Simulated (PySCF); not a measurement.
F₂HOSi (SMILES O[Si](F)F) (doublet)

Input

```
{"job": {"kind": "epr"}, "charge": 0, "multiplicity": 2}
Si    -0.450397     0.122673     0.374295
O      1.144293     0.020212    -0.018202
F     -1.313795    -0.979535    -0.438069
F     -0.930827     1.571293    -0.141839
H      1.611719    -0.790488     0.207234
```

Command:

```sh
OMP_NUM_THREADS=1 python cluster_run.py task.json out
```

Geometry: PBE0-D3(BJ)/def2-SVP.

Theory: UKS B3LYP, IGLO-III on F O Si, pcH-1 on H, non-relativistic, mean-field spin-orbit, GIAO (PySCF).

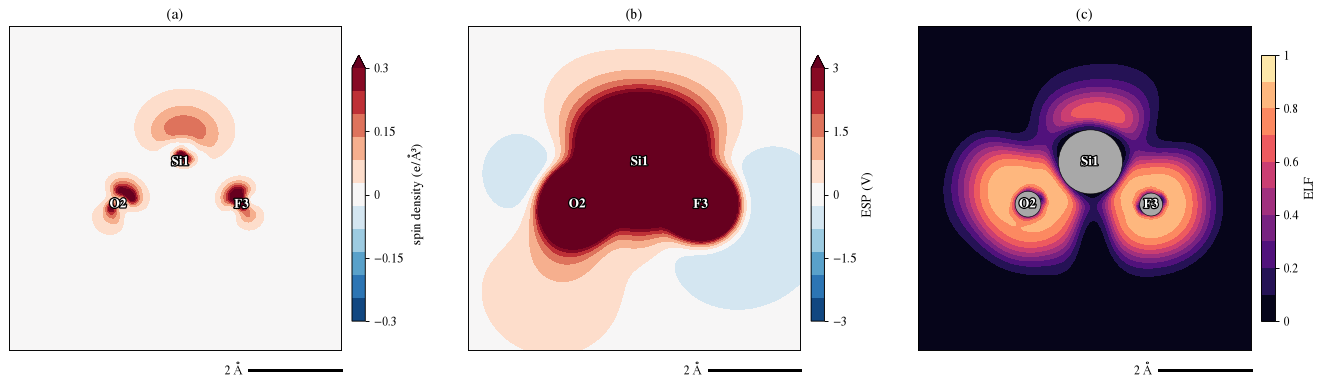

Figure 1. (a) spin density (α minus β); (b) molecular electrostatic potential; (c) electron localisation function on the plane of atoms O2, Si1 and F3. Grey discs cover the atomic cores in the ELF map.

Interpret the plot.

The section cuts through Si, O and F sites. Si–F (1.62 Å): the ELF peaks at about 0.85 in the valence shell of F, 0.6 Å from its nucleus, and is about 0.55 at the midpoint. Si–O (1.65 Å): the ELF peaks at about 0.90 between the atoms; a shared but strongly polarised pair. The ELF also peaks beside F3 and O2, away from the bonds: non-bonding electrons, paired or unpaired. The unpaired spin (1 electron) lies mostly on Si1 (about 0.7), O2 (about 0.1) and F3 (about 0.1), in electrons by Hirshfeld's partition. Outside the dense part of the molecule the potential is most negative (−0.8 V) near O2.

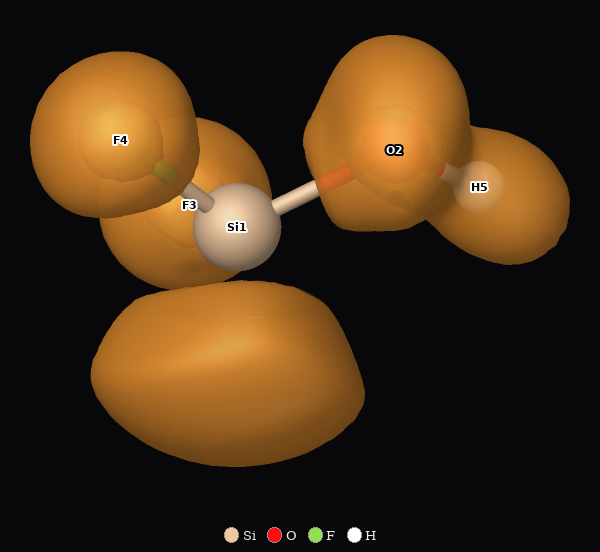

Figure 2. Isosurface of the electron localisation function at 0.75 (orange), seen from one side. Core shells and regions of very low density are left out.

Identify the bonds, lone pairs and shells in this picture.

The surface consists of one lobe on Si, pointing away from the bonds (non-bonding electrons), two regions wrapped around F (its lone pairs, merged into a ring or cap) and one joined region spread over several atoms (H, O), in which their bonds and any lone pairs are merged. Along the contacts the grid gives the following. Si–F (1.61 Å): the ELF peaks at about 0.85 in the valence shell of F, 0.5 Å from its nucleus, and is about 0.50 at the midpoint.

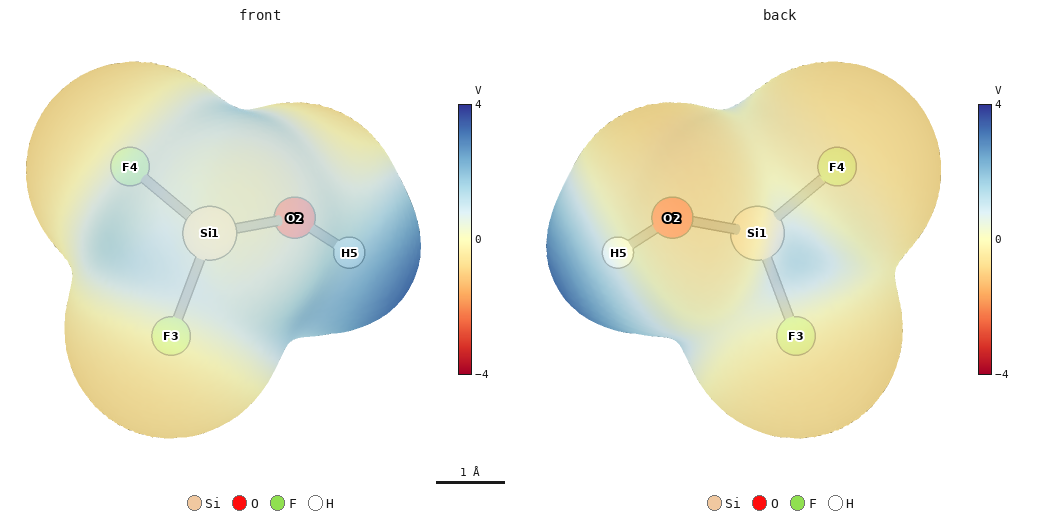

Figure 3. The electrostatic potential painted on the density surface at 0.002 e/bohr³, seen from the front and from behind; red is negative and blue positive.

Where is the surface potential most negative and most positive?

The most negative region (about −0.9 V, or −21 kcal/mol for a unit charge) lies over O2, the most positive (about +3.2 V, or +74 kcal/mol for a unit charge) over H5.
